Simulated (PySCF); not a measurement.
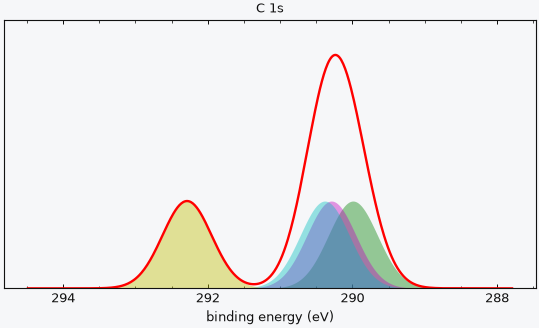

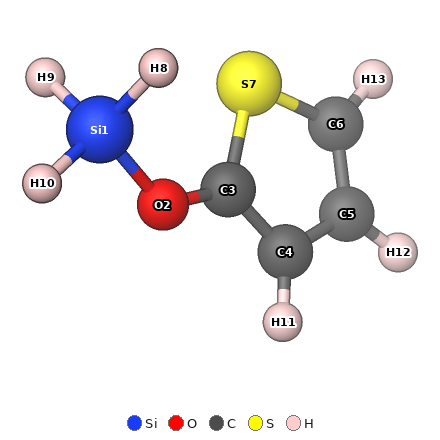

Simulated XPS of C₄H₆OSSi, SMILES [SiH3]Oc1cccs1. Vertical core-electron binding energies by ΔSCF (SCAN, pcX-2 on the ionised atom, pcseg-1 elsewhere, spin-free X2C; PySCF 2.14.0, at a PBE0-D3(BJ)/def2-SVP geometry (no frequency check)), gas phase, against the vacuum level. One atom of each kind was ionised; within a panel, areas follow the number of like atoms, Gaussians of 0.8 eV full width. Only the regions named are shown. Lines closer than the width merge in the curve.

Question: Assign the components.

Answer:
| level | atoms | binding energy (eV) |
| --- | --- | --- |
| C 1s | C3 | 292.3 |
| C 1s | C6 | 290.4 |
| C 1s | C5 | 290.3 |
| C 1s | C4 | 290.0 |

Question: How large is the chemical shift across the C 1s region?

Answer: 2.3 eV, from C4 at 290.0 eV to C3 at 292.3 eV.

Note: one conformer of a flexible molecule.
